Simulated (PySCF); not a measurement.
```xyz
22

C    -2.6101    1.0694    0.9521
C    -1.8224    0.5067   -0.2072
O    -0.8261   -0.3623    0.2810
Si    0.1091   -1.3531   -0.6906
C     0.9269   -2.5929    0.4351
C     1.3517   -0.2820   -1.6028
C     1.8963    0.8391   -1.0922
Si    1.6356    1.5715    0.6270
H    -3.0771    0.2575    1.5290
H    -3.4009    1.7464    0.5948
H    -1.9490    1.6321    1.6277
H    -2.4957   -0.0339   -0.9005
H    -1.3607    1.3279   -0.7888
H    -0.7698   -2.0280   -1.7014
H     0.1704   -3.1659    0.9926
H     1.5456   -3.2985   -0.1401
H     1.5736   -2.0754    1.1595
H     1.6444   -0.5719   -2.6232
H     2.5967    1.4021   -1.7276
H     1.5658    0.5311    1.6929
H     0.4195    2.4395    0.6847
H     2.8184    2.4451    0.9067
```

Geometry: PBE0-D3(BJ)/def2-SVP.

The calculation used PBE0/pcSseg-1, SCF density, gas phase, non-relativistic (PySCF 2.14.0).

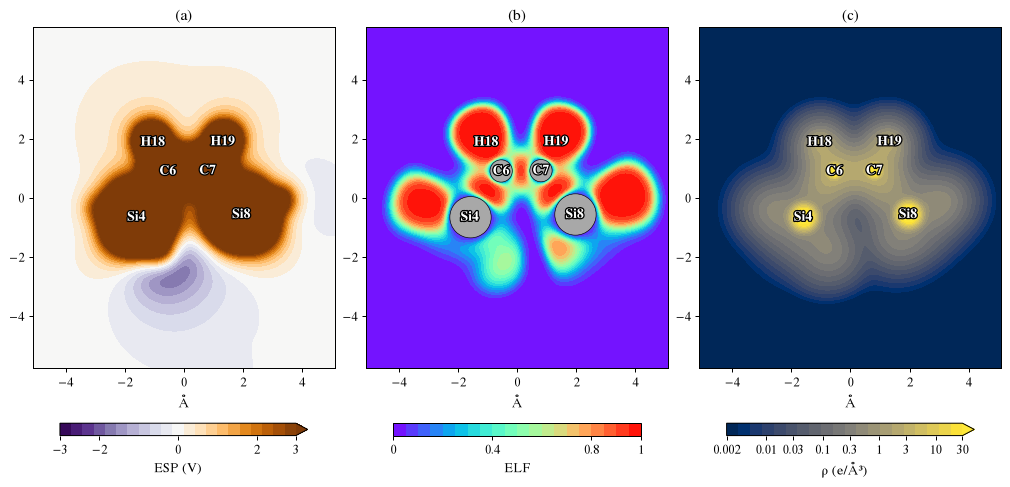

C5H14OSi2. (a) molecular electrostatic potential; (b) ELF; (c) total electron density on the plane of atoms C7, C6 and H18. Grey discs cover the atomic cores in the ELF map.

> What do the fields say about this system?

- Atoms in the plane: Si, C and H.
- C–C (1.35 Å): ρ is about 2.2 e/Å³ halfway; the ELF peaks at about 0.90 between the atoms, as expected for localised, covalent bonding.
- C–Si (1.88 Å): ρ is about 0.96 e/Å³ halfway; the ELF peaks at about 1 between the atoms; localised, covalent bonding.
- C–H (1.10 Å): ρ at the midpoint is about 1.9 e/Å³; the ELF climbs to about 1 towards the hydrogen, as it does in any bond to H (a covalent bond by its length).
- Outside the dense part of the molecule the potential is most negative (−1.8 V) near O3, which lies off the plane.
